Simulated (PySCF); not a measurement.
C2H9Cl3Si3, SMILES CC[SiH2][SiH2][Si](Cl)(Cl)Cl at its GFN2-xTB optimised geometry (Å):

```
17

C     -2.6632     1.2986     0.8990
C     -2.5466    -0.0436     0.1851
Si    -1.6186    -1.3494     1.2197
Si     0.5200    -0.5718     1.7211
Si     1.5146     0.6484     0.0000
Cl     0.9571    -0.0877    -1.8227
Cl     3.5471     0.6484     0.0000
Cl     0.9557     2.6077     0.0000
H     -3.2082     2.0158     0.2876
H     -3.1939     1.1872     1.8423
H     -1.6794     1.7155     1.1080
H     -2.0329     0.1027    -0.7670
H     -3.5471    -0.4036    -0.0595
H     -1.6022    -2.6077     0.4603
H     -2.4016    -1.6160     2.4365
H      1.4429    -1.6690     2.0496
H      0.5578     0.2880     2.9153
```

Method: B3LYP/def2-SVP (PySCF). Cells within 0.4 Å of a nucleus heavier than hydrogen are left out (blank, or x).

Map of the Laplacian of the electron density (e/bohr⁵), clipped to [-1.50, 1.50] on the plane z = 1.5 Å:

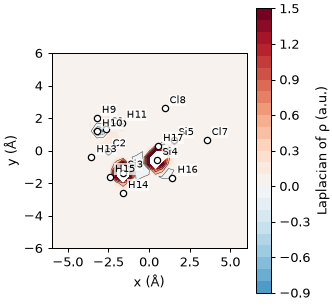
Figure: Laplacian of the electron density (e/bohr⁵), clipped to [-1.50, 1.50] on the plane z = 1.5 Å.
